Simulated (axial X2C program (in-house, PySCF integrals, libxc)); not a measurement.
# Relativistic diatomic calculation for TlRh

- system: TlRh, single determinant with Ω = 3. The distance is the PBE0 minimum at charge 0.
- method: expectation values, HF and Kohn-Sham, two-component X2C with atomic mean-field Coulomb and Gaunt terms, Tl dyall-cv3z, Rh dyall-cv3z (cores contracted) (axial X2C program (in-house, PySCF integrals, libxc))

### The program's output
```
two-component X2C + atomic mean field  PBE0
basis functions 312  fitting functions 1539  grid points 5802
iter        total energy     max residual
   1     -25035.686419955     1.51e-05
   2     -25035.686419954     2.50e-05
   3     -25035.686419972     9.90e-06
   4     -25035.686419977     7.67e-06
   5     -25035.686419985     2.90e-06
   6     -25035.686419987     1.60e-06
converged
one-electron -35785.68036698  Coulomb 10554.86428628  exact exchange -129.51988633  xc functional -396.60942763  nuclear repulsion 743.00883428  atomic mean-field constant -21.74985961
```

### Expectation values by level of theory

| quantity | PBE0 | HF | BP86 | TPSSh | r2SCAN |
| --- | --- | --- | --- | --- | --- |
| effective field for an electron dipole moment (GV/cm) | −25.1 | −41.0 | −24.6 | −24.0 | −20.9 |
| field gradient at the first nucleus (a.u.) | −10.0 | −10.0 | −8.37 | −9.61 | −9.97 |
| field gradient at the second nucleus (a.u.) | −2.05 | −2.13 | −2.21 | −2.05 | −1.93 |
| A∥/gI, first nucleus (MHz) | 137 | 374 | 211 | 147 | 149 |
| A∥/gI, second nucleus (MHz) | 1000 | 593 | 1130 | 1050 | 1080 |

Each column comes from one determinant with 2 or more unpaired spinors, which can mix states, in a basis with contracted cores. The levels disagree widely: A∥/gI at the first nucleus runs from 137 to 374 MHz. They may not all have settled in the same state, and these values aren't reliable properties of the molecule.

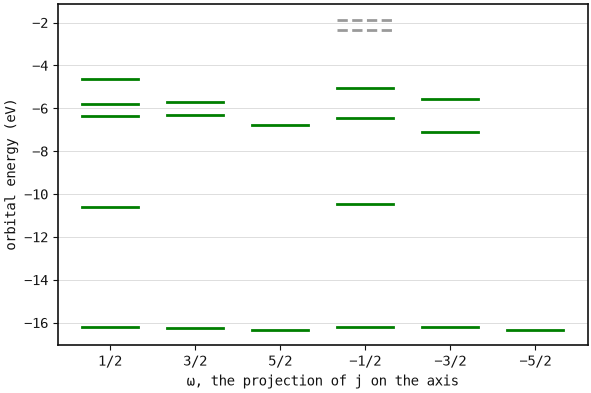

*Orbital energies (PBE0) near the frontier at 2.60 Å, filled (solid) and empty (dashed).*

The highest filled spinor (1/2; 51 % Tl p, 41 % Rh s) lies at −4.65 eV, the lowest empty one (−1/2; 38 % Rh s, 35 % Tl p) at −2.35 eV.

### Input file
```
{"zs": [81, 45], "q": 0, "bas": ["dyall-cv3z", "dyall-cv3z"], "r0": 2.69, "levels": ["PBE0", "HF", "BP86", "TPSSh", "r2SCAN"], "nst": 2}
```

The line is the task of a batch: nuclear charges, charge, bases, the levels to run, a first guess of the distance and further settings. This report covers the levels named above. The log is that of the reference distance, started from orbitals converged before.

The run was one of a batch that the task file lists, launched with:
```bash
python <driver script> task.json out
```

### Results in brief

- outcome: converged; the levels of theory disagree widely
- hardware: 1 thread of AMD EPYC (Zen 5), 192 GiB of memory available, shared host
- wall time: 11 s
- peak memory: 0.85 GiB
